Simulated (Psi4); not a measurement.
# H2 (hydrogen): CCSD(T)/6-31G(d) (spherical functions, sweep point 3)

Aim: the vertical singlet–triplet gap of H2 (hydrogen) at CCSD(T)/6-31G* (spherical functions, sweep point 3), from 2 runs. 

Program for the calculation: Psi4 1.11.

## (1) The structure to begin with

H2: 2 atoms, total charge 0, spin state singlet. SMILES: `[H][H]`. Geometry: relaxed at PBE0-D4/def2-TZVP.

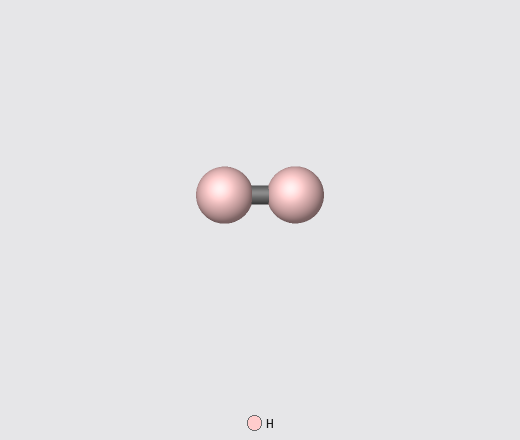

The structure, seen from a chosen angle (hydrogen pink).

## (2) A single-point energy at CCSD(T)/6-31G(d) (spherical functions, sweep point 3)

The input, h2.py:

```python
import psi4

psi4.set_memory('1600 MB')
psi4.set_num_threads(1)
psi4.core.set_output_file('output.dat', False)

molecule = psi4.geometry("""
H      0.319300    -0.099200     0.165500
H     -0.319300     0.099200    -0.165500
symmetry c1
""")

psi4.set_options({
    'basis': '6-31G*',
    'reference': 'rhf',
    'puream': True,
    'scf_type': 'pk',
    'num_frozen_docc': 0,
})

energy_value = psi4.energy("ccsd(t)", molecule=molecule)
print('E =', round(energy_value, 9))
for k, v in sorted(psi4.core.scalar_variables().items()):
    print(f'{k:45s} {v:18.10f}')
```

Run with:

```bash
python h2.py
```

output.dat:

```text
[...]
  Running in c1 symmetry.
[...]
  Nuclear repulsion =    0.709214241018519
[...]
  Multiplicity = 1
[...]
  Nalpha       = 1
  Nbeta        = 1
[...]
    Number of basis functions: 4
[...]
   @RHF iter   1:    -1.12485850058697   -2.72466e-01   1.14259e-02 ADIIS/DIIS
[...]
   @RHF iter   5:    -1.12664183408670   -3.10862e-15   7.60611e-12 DIIS
[...]
    Orbital Energies [Eh]
    ---------------------
    Doubly Occupied:
       1A     -0.593958
    Virtual:
       2A      0.236827     3A      0.777694     4A      1.396363
    Final Occupation by Irrep:
              A
    DOCC [     1 ]
    NA   [     1 ]
    NB   [     1 ]
  @RHF Final Energy:    -1.12664183408670
   => Energetics <=
    Nuclear Repulsion Energy =              0.7092142410185193
    One-Electron Energy =                  -2.4837955098560771
    Two-Electron Energy =                   0.6479394347508595
    Total Energy =                         -1.1266418340866986
[...]
 Multipole Moments:
 ------------------------------------------------------------------------------------
     Multipole            Electronic (a.u.)      Nuclear  (a.u.)        Total (a.u.)
 ------------------------------------------------------------------------------------
 L = 1.  Multiply by 2.5417464519 to convert [e a0] to [Debye]
 Dipole X            :          0.0000000            0.0000000            0.0000000
 Dipole Y            :          0.0000000            0.0000000            0.0000000
 Dipole Z            :          0.0000000            0.0000000            0.0000000
 Magnitude           :                                                    0.0000000
[...]
      * MP2 total energy                      =   -1.144089762584717
[...]
      * CCSD total energy                     =   -1.151697847951311
[...]
      * CCSD(T) total energy                  =   -1.151697847951311
```

On the terminal:

```text
E = -1.151697848
(T) CORRECTION ENERGY                               0.0000000000
CC D1 DIAGNOSTIC                                    0.0058859027
CC D2 DIAGNOSTIC                                    0.1215845716
CC NEW D1 DIAGNOSTIC                                0.0058859027
CC T1 DIAGNOSTIC                                    0.0041619617
CCSD CORRELATION ENERGY                            -0.0250560139
CCSD DOUBLES ENERGY                                -0.0250560139
CCSD ITERATIONS                                     8.0000000000
CCSD OPPOSITE-SPIN CORRELATION ENERGY              -0.0250560139
CCSD SAME-SPIN CORRELATION ENERGY                   0.0000000000
CCSD SINGLES ENERGY                                 0.0000000000
CCSD TOTAL ENERGY                                  -1.1516978480
CCSD(T) CORRELATION ENERGY                         -0.0250560139
CCSD(T) TOTAL ENERGY                               -1.1516978480
CURRENT CORRELATION ENERGY                         -0.0250560139
CURRENT ENERGY                                     -1.1516978480
CURRENT REFERENCE ENERGY                           -1.1266418341
DD SOLVATION ENERGY                                 0.0000000000
HF KINETIC ENERGY                                   1.1191620439
HF POTENTIAL ENERGY                                -2.2458038780
HF TOTAL ENERGY                                    -1.1266418341
HF VIRIAL RATIO                                     2.0066833844
MP2 CORRELATION ENERGY                             -0.0174479285
MP2 DOUBLES ENERGY                                 -0.0174479285
MP2 OPPOSITE-SPIN CORRELATION ENERGY               -0.0174479285
MP2 SAME-SPIN CORRELATION ENERGY                    0.0000000000
MP2 SINGLES ENERGY                                 -0.0000000000
MP2 TOTAL ENERGY                                   -1.1440897626
NUCLEAR REPULSION ENERGY                            0.7092142410
ONE-ELECTRON ENERGY                                -2.4837955099
PCM POLARIZATION ENERGY                             0.0000000000
PE ENERGY                                           0.0000000000
SCF ITERATION ENERGY                               -1.1266418341
SCF ITERATIONS                                      5.0000000000
SCF TOTAL ENERGY                                   -1.1266418341
TWO-ELECTRON ENERGY                                 0.6479394348
```

Wall time 1.2 s (1 thread of Intel Xeon 6975P-C (Granite Rapids), shared host); peak memory 0.17 GiB.

## (3) The triplet, same level

The input, job.py:

```python
import psi4

psi4.set_memory(1600000000)
psi4.set_num_threads(1)
psi4.core.set_output_file('run.log', False)

m = psi4.geometry("""
0 3
H      0.319300    -0.099200     0.165500
H     -0.319300     0.099200    -0.165500
symmetry c1
""")

options = {'basis': '6-31G*', 'reference': 'uhf', 'puream': True, 'scf_type': 'pk', 'num_frozen_docc': 0, 'maxiter': 150}
psi4.set_options(options)

result = psi4.energy("ccsd(t)")
print(f'ccsd(t) energy: {result:.10f} Eh')
for k, v in sorted(psi4.core.scalar_variables().items()):
    print(f'{k:45s} {v:18.10f}')
```

Run with:

```bash
python job.py
```

run.log:

```text
[...]
  Running in c1 symmetry.
[...]
  Nuclear repulsion =    0.709214241018519
[...]
  Multiplicity = 3
[...]
  Nalpha       = 2
  Nbeta        = 0
[...]
    Number of basis functions: 4
[...]
   @UHF iter   1:    -0.73573320345019    1.16660e-01   3.94201e-02 DIIS/ADIIS
[...]
   @UHF iter   5:    -0.75904691387614   -3.81679e-10   3.11457e-09 DIIS
[...]
   @S^2 Observed:                2.000000000E+00
[...]
    Orbital Energies [Eh]
    ---------------------
    Alpha Occupied:
       1A     -0.874485     2A     -0.205928
    Alpha Virtual:
       3A      0.629069     4A      1.143040
    Beta Occupied:
    Beta Virtual:
       1A     -0.096647     2A      0.294214     3A      0.798485
       4A      1.403148
[...]
  @UHF Final Energy:    -0.75904691387614
   => Energetics <=
    Nuclear Repulsion Energy =              0.7092142410185193
    One-Electron Energy =                  -1.8561099072934808
    Two-Electron Energy =                   0.3878487523988203
    Total Energy =                         -0.7590469138761413
  UHF NO Occupations:
  HONO-1 :    1  A 1.0000000
  HONO-0 :    2  A 1.0000000
[...]
 Multipole Moments:
 ------------------------------------------------------------------------------------
     Multipole            Electronic (a.u.)      Nuclear  (a.u.)        Total (a.u.)
 ------------------------------------------------------------------------------------
 L = 1.  Multiply by 2.5417464519 to convert [e a0] to [Debye]
 Dipole X            :         -0.0000000            0.0000000           -0.0000000
 Dipole Y            :         -0.0000000            0.0000000           -0.0000000
 Dipole Z            :         -0.0000000            0.0000000           -0.0000000
 Magnitude           :                                                    0.0000000
[...]
      * MP2 total energy                      =   -0.760019694301775
[...]
      * CCSD total energy                     =   -0.760468427725621
[...]
      * CCSD(T) total energy                     =   -0.760468427725621
```

Wall time 1.2 s (1 thread of Intel Xeon 6975P-C (Granite Rapids), shared host); peak memory 0.18 GiB.

## (4) Summary of results

Level: CCSD(T)/6-31G* (spherical functions, sweep point 3).

| quantity | value |
| --- | --- |
| singlet: total energy | -1.15170 Eh |
| singlet: HOMO energy (Hartree–Fock orbitals) | -16.16 eV |
| singlet: LUMO energy (Hartree–Fock orbitals) | 6.44 eV |
| singlet: HOMO–LUMO gap (Hartree–Fock orbitals) | 22.61 eV |
| singlet: correlation energy | -25.1 mEh |
| singlet: (T) correction | 0.00 mEh |
| singlet: T1 diagnostic | 0.004 |
| triplet: total energy | -0.76047 Eh |
| triplet: HOMO energy (Hartree–Fock orbitals) (highest over α and β) | -5.60 eV |
| triplet: correlation energy | -1.4 mEh |
| triplet: ⟨S²⟩ of the reference determinant | 2.000 |
| triplet: T1 diagnostic | 0.000 |
| vertical energy of the triplet above the singlet | 10.646 eV |

At this shape the triplet lies 10.65 eV (1027 kJ/mol) above the singlet. The triples (singlet) make up 0.0 % of the correlation energy.
